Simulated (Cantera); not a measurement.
A closed system holds: 1 mol SiHCl3, a varied amount of C2H4, 880 mol H2, at 1600 °C and 133 Pa.

Equilibrium computed with Cantera from the NASA thermochemical tables; the gas is ideal and each condensed phase is pure. Candidate condensed phases: C, C6H6, C7H8, C8H18, Si, SiC; 109 gas species. Rates play no part.

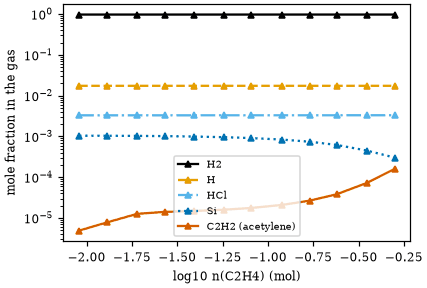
Fig. 1. Equilibrium gas composition (values under 1e-9 drawn at 1e-9)

From 0.0091 mol C2H4 to 0.019 mol C2H4 nothing is condensed. From 0.027 mol C2H4 to 0.5 mol C2H4 the condensed part is SiC(s). The main Si-bearing gas is Si throughout.
